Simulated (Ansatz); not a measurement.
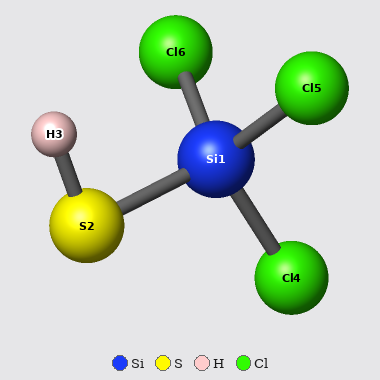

The system is Si(SH)Cl3; the picture shows the reference structure. The first coordinate is: bond length Si1–Cl4; the second: bond length Si1–Cl6. Nothing is relaxed (all other coordinates rigid). The grid has 11 × 11 points. Points are written as (first, second). All energies are given in kJ/mol relative to the relaxed molecule at the same level. The reference is spin-restricted, which grows unreliable where a bond is stretched far. Method: RKS PBE-D4/def2-SVP in Ansatz 0.2.0.

Its coordinates:

```xyz
6

Si    0.1923   -0.0074   -0.3780
S     0.3008    0.0264    1.7493
H    -1.0563    0.0366    1.8916
Cl    2.1402   -0.0189   -1.0378
Cl   -0.7881    1.6419   -1.1382
Cl   -0.7889   -1.6788   -1.0870
```

Range: bond length Si1–Cl4 from 1.810 to 2.571 Å; bond length Si1–Cl6 from 1.692 to 3.096 Å.

Predict the map.

Answer. The lowest grid point is at (2.038 Å, 2.113 Å), 2.2 kJ/mol from the relaxed molecule at the same level. It is the only kind of minimum in the scanned range. The highest grid point, (2.571 Å, 3.096 Å), lies 368 kJ/mol above the lowest. Round the minimum the contours are nearly round: the two directions are equally stiff and uncoupled.

| bond length Si1–Cl6 ↓, bond length Si1–Cl4 → | 1.810 | 1.886 | 1.962 | 2.038 | 2.114 | 2.190 | 2.266 | 2.343 | 2.419 | 2.495 | 2.571 |
| --- | --- | --- | --- | --- | --- | --- | --- | --- | --- | --- | --- |
| 3.096 | 323 | 279 | 256 | 249 | 253 | 264 | 281 | 302 | 324 | 347 | 370 |
| 2.955 | 289 | 245 | 222 | 215 | 219 | 231 | 248 | 268 | 291 | 314 | 337 |
| 2.815 | 253 | 208 | 185 | 178 | 182 | 194 | 211 | 232 | 254 | 277 | 301 |
| 2.675 | 214 | 169 | 146 | 139 | 143 | 155 | 172 | 192 | 215 | 238 | 262 |
| 2.534 | 174 | 129 | 105 | 98 | 102 | 113 | 130 | 151 | 173 | 196 | 220 |
| 2.394 | 135 | 90 | 66 | 58 | 62 | 73 | 90 | 110 | 132 | 155 | 179 |
| 2.254 | 102 | 56 | 32 | 24 | 27 | 38 | 54 | 74 | 96 | 119 | 143 |
| 2.113 | 83 | 36 | 11 | 2 | 5 | 15 | 31 | 51 | 73 | 96 | 119 |
| 1.973 | 92 | 44 | 18 | 9 | 11 | 21 | 36 | 55 | 77 | 99 | 122 |
| 1.833 | 155 | 105 | 79 | 68 | 69 | 78 | 93 | 112 | 132 | 154 | 177 |
| 1.692 | 316 | 265 | 236 | 224 | 224 | 232 | 246 | 264 | 284 | 306 | 328 |

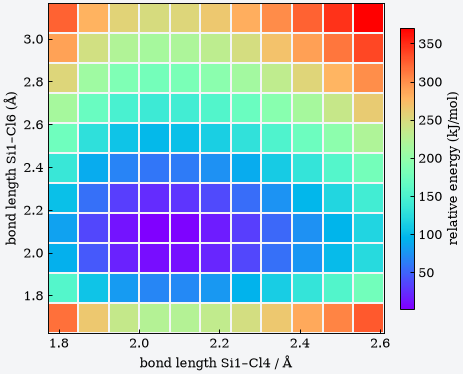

In the figure: one coloured cell a grid point.

Each point was launched as `ansatz run input.yaml --threads 1 --pin off --max-ram 2560MiB --backend cpu --events-out ev --progress --plain --runs-dir out`. Time for the 121 points that were run: 6.2 min on 1 thread of Intel(R) Xeon(R) Platinum 8259CL CPU @ 2.50GHz (Skylake/Cascade Lake), with other jobs on the host.
